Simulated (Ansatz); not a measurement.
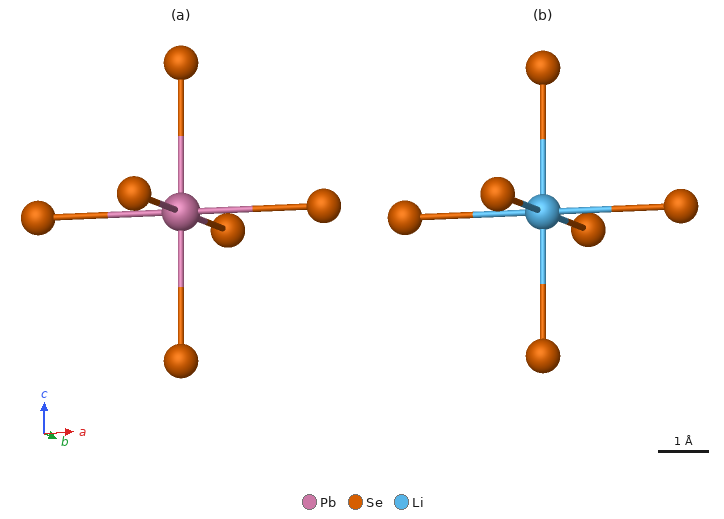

Left: perfect PbSe. Right: the same region with one point defect, after relaxing the atoms in a supercell of 54 sites. Style: ball-and-stick. Shown: the atoms within 3.3 Å of one point, from a free direction.

Level of theory: DFT, PBE, plane-wave PAW, default files, scalar-relativistic (Ansatz). Settings: plane-wave cutoff 420 eV; k-point mesh 2 × 2 × 2; occupations fermi dirac; smearing width 0.01 eV; no spin polarisation. A uniform background neutralises the charged cell. The axes drawn are those of the host's conventional cell.

What kind of defect was made?

A lead atom is replaced by lithium.

The charge state of the cell is −1.

What does the relaxation do around it?

In the host the Pb atom has 6 Se at 3.06 Å; the Li atom ends with 6 Se at 2.96 Å. Of the host's atoms, a selenium atom moves furthest from its site, by 0.10 Å. Relaxing the atoms from the host's sites lowers the energy by 0.15 eV.

Limits of the set-up: the cell is charged, on a uniform background, and energies carry no finite-size correction.
